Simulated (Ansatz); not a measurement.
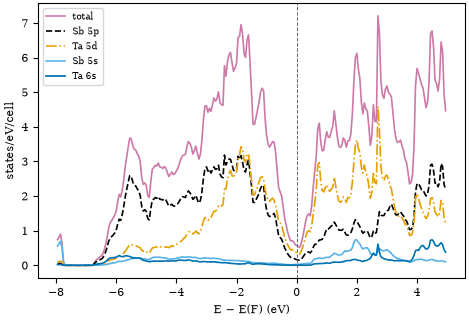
*Total and projected density of states of TaSb2 in space group C2/m (No. 12; Ta on 4i, Sb on 4i, Sb on 4i), the program Ansatz at the r²SCAN level (PAW)*

Question: Which orbitals carry the states next to the Fermi level?

Answer: Within 0.5 eV of the Fermi level: Ta 5d 63 %, Sb 5p 31 %. Projections are on Löwdin-orthogonalised atomic valence shells; empty p or d shells of many metals are not among them.

Question: Where is the tallest occupied peak in this window, and what makes it?

Answer: Near -1.8 eV, about 7.0 states/eV per cell; the largest projected share is Ta 5d.

The first step of the workflow began from a Materials Project structure, measured or hypothetical; the Crystallography Open Database copy checked does not list it. Its standing as an ambient phase is unchecked. The cell was relaxed with r²SCAN under the symmetry of its start; whether a distortion lowers the energy is not shown. The run is not spin-polarised. Spin–orbit coupling is left out wherever it is not named.

Potentials: the later of the program's two PAW sets.
